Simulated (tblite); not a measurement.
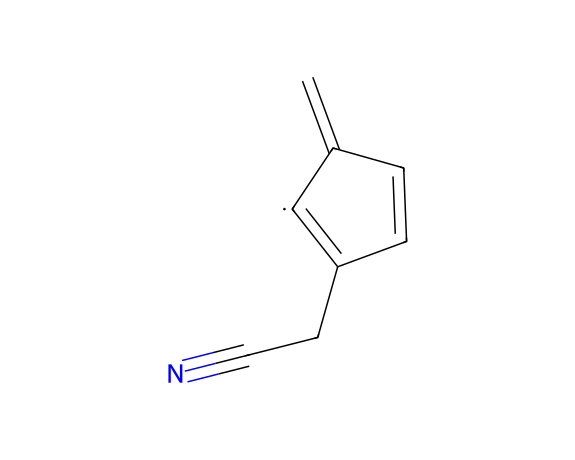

The picture comes from a calculation with tblite.

2D structure. Charge 0, doublet.

> Give its SMILES.

C=C1[C]=C(CC#N)C=C1

> What is the molecular formula?

C8H6N.

> An optimisation with GFN2-xTB gave a structure of which point group?

C1. Other conformers may differ.
